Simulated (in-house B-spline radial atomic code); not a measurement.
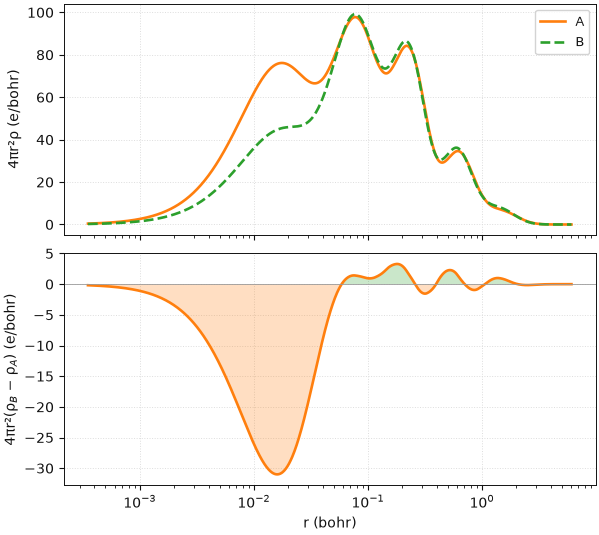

The lanthanum ion La⁴⁺ was computed in two configurations: 1s1 2s2 2p6 3s2 3p6 3d10 4s2 4p6 4d10 5s2 5p6; [Kr] 4d10 5s1 5p6. Method: Dirac-Hartree-Fock, average of configuration, Fermi nucleus, basis-set limit; computed with an in-house B-spline radial code.

The plot shows both radial densities and the radial density of run B less that of run A; on the logarithmic r axis, areas aren't charges.

### Assign A and B and describe the change of the density.

A is [Kr] 4d10 5s1 5p6; B is 1s1 2s2 2p6 3s2 3p6 3d10 4s2 4p6 4d10 5s2 5p6. B holds 1.4 electrons more than A where the difference is positive (most at r = 0.18 bohr) and 1.4 electrons fewer where it is negative (most at r = 0.016 bohr), with no net change. The energy of B less that of A is 39.04 keV.
